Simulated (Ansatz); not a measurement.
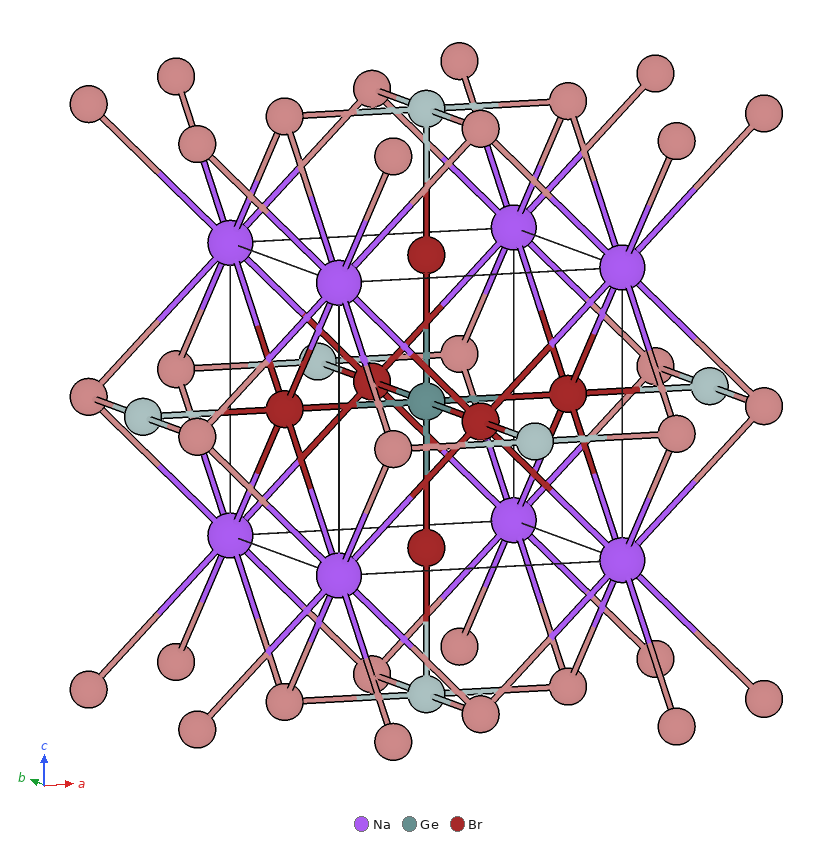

A ball-and-stick rendering, viewed slightly off an axis. The conventional unit cell is drawn as a box. The bonded neighbours beyond the faces are included, in fainter colours.

NaGeBr3, space group P4/mmm (No. 123), a = 5.583 Å, b = 5.583 Å, c = 5.439 Å, α = 90.00°, β = 90.00°, γ = 90.00°. Origin of the cell: a structure type filled with these elements by a generator (whether the compound takes this form wasn't checked). The cell was then strained or its atoms displaced on purpose. A calculation with Ansatz used it as input.

This one geometry was computed with Ansatz (DFT, plane waves, PAW) at three levels of theory: PBE, r2SCAN and HSE06. It was relaxed with r2SCAN and then strained.

Q: How does the band gap change with the level of theory?

A: PBE: a gap of 0.52 eV, direct; r2SCAN: a gap of 0.63 eV, direct; HSE06: a gap of 0.98 eV, direct.

Q: Collect the results in a table.

A:
| level | cutoff (eV) | k-mesh of the run's cell | gap (eV) | pressure (GPa) |
| --- | --- | --- | --- | --- |
| PBE | 420 | 6×6×6 | 0.52 | -0.3 |
| r2SCAN | 500 | 6×6×6 | 0.63 | -1.0 |
| HSE06 | 420 | 4×4×4 | 0.98 | -0.5 |

Gaps are taken on the k-mesh or band path of each run.
